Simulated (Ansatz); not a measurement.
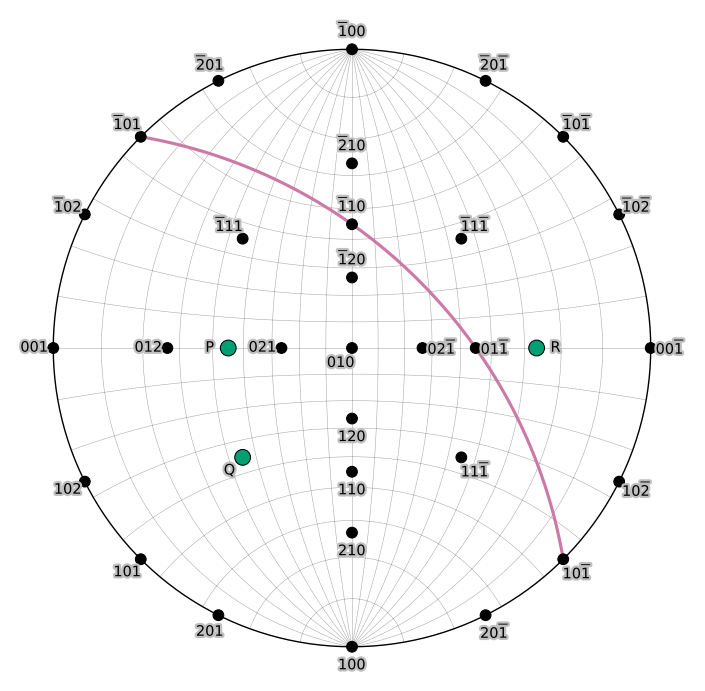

Stereographic projection of plane normals (upper hemisphere) centred on (0 1 0). Crystal: Mo, the input geometry of an electronic-structure calculation (not necessarily at equilibrium). Geometry calculated from the standardised cell; symmetry tolerance 0.002 Å.

a = 3.150 Å, b = 3.150 Å, c = 3.150 Å, α = 90.00°, β = 90.00°, γ = 90.00°.

Q: Index the poles marked P, Q, R.

A: P is (0 1 1), 45.0° from the centre; Q is (1 1 1), 54.7° from the centre; R is (0 1 −2), 63.4° from the centre.

Q: Which zone does the coloured great circle trace?

A: The zone [1 1 1]: its poles satisfy h + k + l = 0.

Q: What is the angle between the normals of (2 0 1) and (0 1 −1), and what are their d_hkl = 1/|g|?

A: 108.4°; d = 1.409 Å and 2.227 Å.
